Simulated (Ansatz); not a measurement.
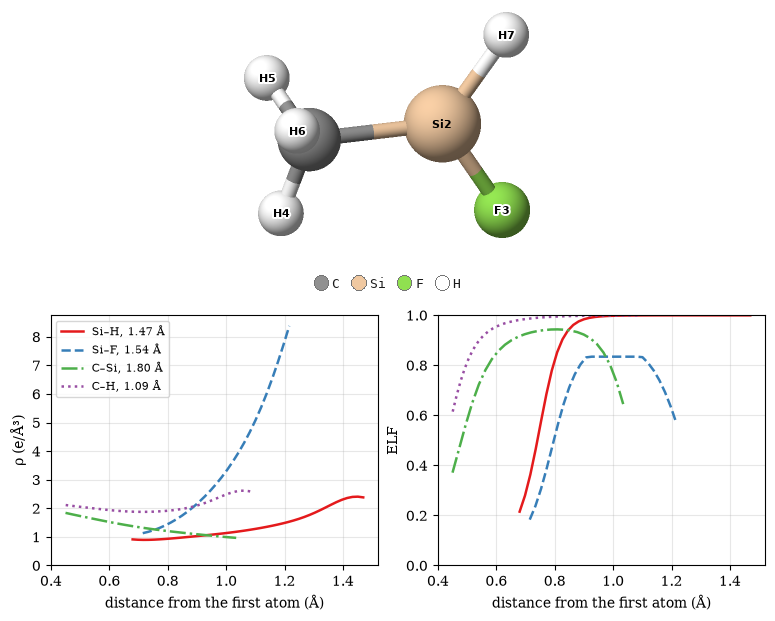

Figure. CH4FSi (charge +1). Total electron density and ELF along straight lines between neighbouring atoms. The curves leave out the atomic cores. The structure is drawn too.

Geometry: PBE0-D4/def2-TZVP.

Computed with RKS PBE0-D4/def2-TZVPP in Ansatz.

```xyz
7

C    -0.7043    0.4014   -0.2528
Si    0.8001   -0.4283    0.2808
F     0.7723   -1.9378    0.6060
H    -1.5527   -0.2839   -0.3038
H    -0.5261    0.8593   -1.2354
H    -0.9210    1.2226    0.4442
H     2.1316    0.1667    0.4612
```

Q: Compare the contacts.

A: Si–H (1.47 Å): the density is about 0.9 e/Å³ at the midpoint; the ELF climbs to about 1 towards the hydrogen, as it does in any bond to H.
Si–F (1.54 Å): ρ is about 1.3 e/Å³ halfway; the ELF peaks at about 0.85 in the valence shell of F, 0.6 Å from its nucleus, and is about 0.40 at the midpoint.
C–Si (1.80 Å): ρ is about 1.1 e/Å³ halfway; the ELF peaks at about 0.95 between the atoms; localised, covalent bonding.
C–H (1.09 Å): the density is about 2 e/Å³ at the midpoint; the ELF climbs to about 1 towards the hydrogen; an ordinary covalent bond to hydrogen.
